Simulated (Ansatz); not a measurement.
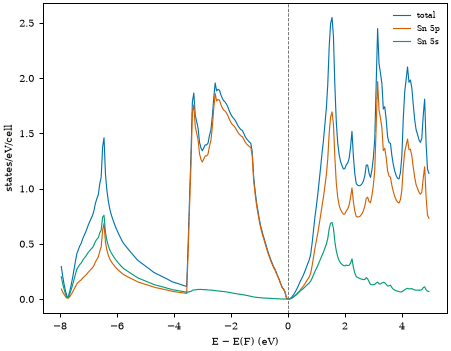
*Total and projected density of states of Sn (diamond, Fd-3m), the program Ansatz at the r²SCAN level (PAW)*

Q: Which orbitals carry the states next to the Fermi level?

A: Within 0.5 eV of the Fermi level: Sn 5p 82 %, Sn 5s 16 %. Projections are on Löwdin-orthogonalised atomic valence shells; empty p or d shells of many metals are not among them.

Q: Where is the tallest occupied peak in this window, and what makes it?

A: Near -2.5 eV, about 2.0 states/eV per cell; the largest projected share is Sn 5p.

This is a known low-temperature phase of the composition, computed here at zero pressure and temperature. Symmetry was held in the r²SCAN relaxation; whether a distortion lowers the energy is not shown. Spin–orbit coupling is left out wherever it is not named.

Potentials: the later of the program's two PAW sets.
